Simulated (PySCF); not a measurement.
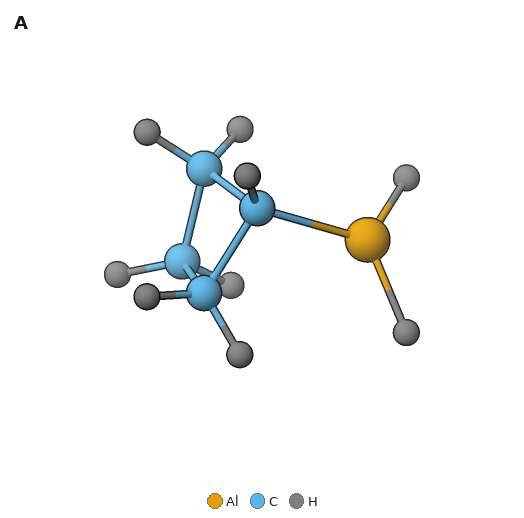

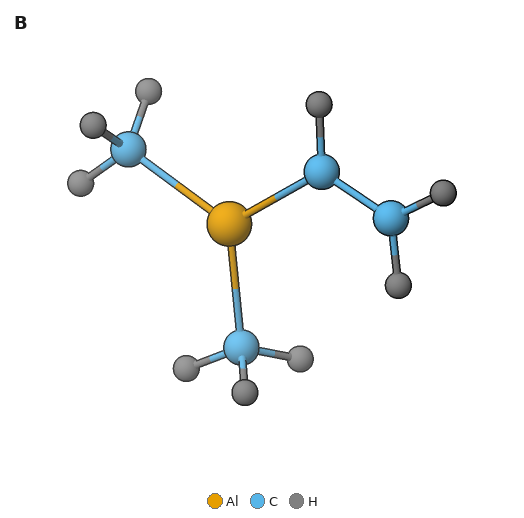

2 stationary structures of one formula. Geometries: GFN2-xTB. Electronic energies: PBE0/pcSseg-1 (PySCF 2.14.0), without zero-point energy. No frequency run is at hand to confirm each as a minimum. Each is one conformer, not always the lowest.

Are they conformers, stereoisomers or constitutional isomers?

They are constitutional isomers of C4H9Al: A `[AlH2][CH]1CCC1`, B `C=[CH][Al]([CH3])[CH3]`.

Rank them by energy, lowest first.

B is lowest; A lies 1.293 eV above it.

The geometry is semi-empirical. Around Al such bond lengths and angles can be off by a tenth of an ångström or more and by several degrees, and values that hang on the shape move with them.
